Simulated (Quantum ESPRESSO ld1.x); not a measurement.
# Atomic calculation for Nb⁺

- system: Nb⁺ (Z = 41, 40 electrons) in the configuration [Kr] 4d4.
- method: scalar-relativistic Kohn-Sham, PBEsol, spin-unpolarised, spherical densities, point nucleus (Quantum ESPRESSO ld1.x 7.5)

## Input
```
 &input
    atom='Nb',
    iswitch=1,
    rel=1,
    dft='PBESOL',
    config='[Kr] 4d4',
    verbosity='high',
    prefix='ld1',
    max_out_wfc=37,
    file_charge='ld1.rho',
 /
```

## The program's output
```
     Program LD1 v.7.5 starts

     --------------------------- All-electron run ----------------------------

     scalar relativistic calculation

     atomic number is 41.00
     dft =PBESOL   lsd =0 sic =0 latt =0  beta=0.20 tr2=1.0E-14
     Exchange-correlation= PBESOL
                           (   1   4  10   8   0   0   0)
     mesh =2041 r(mesh) = 100.12585 a.u. xmin = -8.00 dx = 0.00800
     1 Ry =  13.60569312 eV, c = 137.03599908

     n l     nl                  e(Ry)          e(Ha)          e(eV)
     1 0     1S 1( 2.00)   -1381.988995007    -690.994497504 -18802.9181654
     2 0     2S 1( 2.00)    -193.714907954     -96.857453977  -2635.6255910
     2 1     2P 1( 6.00)    -173.057268615     -86.528634307  -2354.5640895
     3 0     3S 1( 2.00)     -32.688768225     -16.344384112   -444.7533490
     3 1     3P 1( 6.00)     -25.937515501     -12.968757750   -352.8978763
     4 0     4S 1( 2.00)      -4.759074275      -2.379537137    -64.7505041
     4 1     4P 1( 6.00)      -3.008271642      -1.504135821    -40.9296208
     3 2     3D 1(10.00)     -14.891945433      -7.445972716   -202.6152396
     4 2     4D 1( 4.00)      -0.683911908      -0.341955954     -9.3050955

     final scf error:  5.0E-15 reached in  26 iterations

     Etot =   -7634.506952 Ry,   -3817.253476 Ha, -103872.758733 eV

     Ekin =    7860.121745 Ry,    3930.060873 Ha,  106942.404375 eV
     Encl =  -18379.321309 Ry,   -9189.660654 Ha, -250063.405534 eV
     Eh   =    3117.494747 Ry,    1558.747373 Ha,   42415.676834 eV
     Exc  =    -232.802135 Ry,    -116.401068 Ha,   -3167.434409 eV

     normalization and overlap integrals

     s(1S/1S) =  1.000000  <r> =   0.0361  <r2> =    0.0018  r(max) =   0.0234
     s(1S/2S) = -0.008555
     s(1S/3S) = -0.003433
     s(1S/4S) = -0.001374
     s(2S/2S) =  1.000000  <r> =   0.1581  <r2> =    0.0295  r(max) =   0.1330
     s(2S/3S) = -0.002067
     s(2S/4S) = -0.000802
     s(2P/2P) =  1.000000  <r> =   0.1378  <r2> =    0.0232  r(max) =   0.1063
     s(2P/3P) = -0.001687
     s(2P/4P) = -0.000590
     s(3S/3S) =  1.000000  <r> =   0.4436  <r2> =    0.2255  r(max) =   0.3947
     s(3S/4S) = -0.000510
     s(3P/3P) =  1.000000  <r> =   0.4461  <r2> =    0.2318  r(max) =   0.3885
     s(3P/4P) = -0.000410
     s(4S/4S) =  1.000000  <r> =   1.1600  <r2> =    1.5274  r(max) =   1.0309
     s(4P/4P) =  1.000000  <r> =   1.3045  <r2> =    1.9556  r(max) =   1.1257
     s(3D/3D) =  1.000000  <r> =   0.4332  <r2> =    0.2263  r(max) =   0.3337
     s(3D/4D) = -0.000207
     s(4D/4D) =  1.000000  <r> =   2.0559  <r2> =    5.1885  r(max) =   1.4895

     ------------------------ End of All-electron run ------------------------
```

## Orbitals

| orbital | occupation | energy (eV) | ⟨r⟩ (bohr) | outer maximum (bohr) |
| --- | --- | --- | --- | --- |
| 1s | 2 | −18802.9 | 0.03611 | 0.0234 |
| 2s | 2 | −2635.6 | 0.1581 | 0.133 |
| 2p | 6 | −2354.6 | 0.1378 | 0.106 |
| 3s | 2 | −444.753 | 0.4436 | 0.395 |
| 3p | 6 | −352.898 | 0.4461 | 0.389 |
| 3d | 10 | −202.615 | 0.4332 | 0.334 |
| 4s | 2 | −64.751 | 1.160 | 1.03 |
| 4p | 6 | −40.930 | 1.305 | 1.13 |
| 4d | 4 | −9.305 | 2.056 | 1.49 |

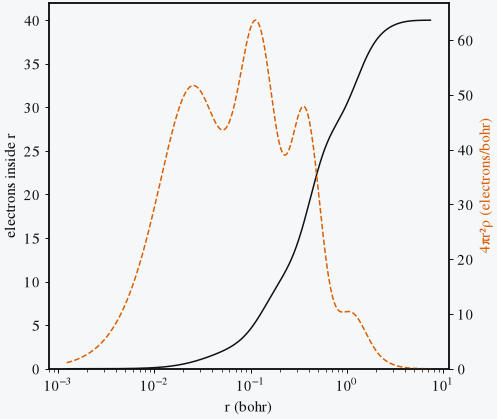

**Figure 1.** The number of electrons inside radius r (solid) and the radial density 4πr²ρ (dashed). The count levels off at 40 electrons. Half of them lie within 0.427 bohr, 90 % within 1.64 bohr and 99 % within 3.37 bohr. The radial density has minima at 0.0513, 0.227 and 0.907 bohr, where the count stands at 2.0, 11.1 and 29.4; these part the shells that the density resolves.

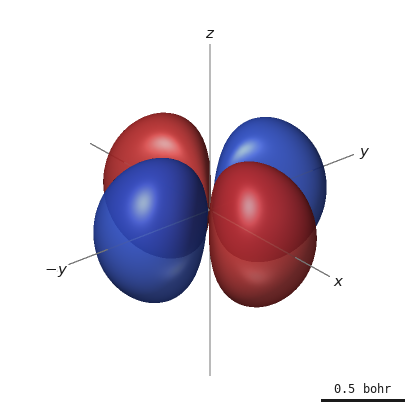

**Figure 2.** The 3d(x²−y²) orbital. The surface of constant |ψ| that holds about 90 % of the electron is drawn, red where ψ is positive and blue where it is negative. The radial function comes from the spherical calculation and is multiplied by a real spherical harmonic; the overall sign is chosen so that the largest lobe of P(r) is positive; at the scalar-relativistic level it is the large component. It has two nodal planes at 45° to x and y and no radial node. The maximum of P² lies at 0.334 bohr, ⟨r⟩ = 0.433 bohr, 90 % of the charge lies within 0.695 bohr, and the eigenvalue is −202.6 eV, with 10 electrons in the shell.

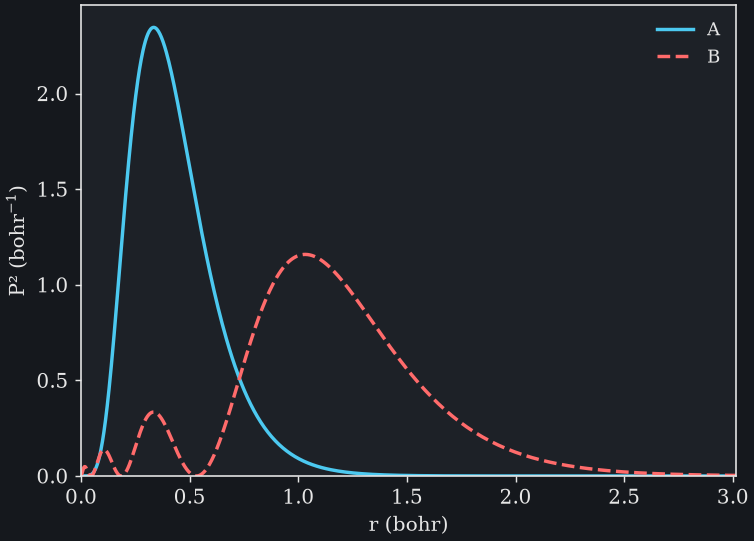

**Figure 3.** The radial probability densities P² of 4s and 3d. A is 3d; B is 4s. 3d: outer maximum at 0.334 bohr, ⟨r⟩ = 0.433 bohr, 0 nodes, eigenvalue −202.6 eV; 4s: outer maximum at 1.03 bohr, ⟨r⟩ = 1.16 bohr, 3 nodes, eigenvalue −64.8 eV.

## Key numbers

- outcome: converged
- total energy: −3817.2535 hartree
- kinetic energy: 3930.0609 hartree
- electron–nucleus energy: −9189.6607 hartree
- Hartree energy: 1558.7474 hartree
- exchange–correlation energy: −116.401067 hartree
- radius at density 0.001 e/bohr³: 4.08 bohr
- SCF iterations: 26
- hardware: 1 CPU thread, shared host
- wall time: 0.76 s
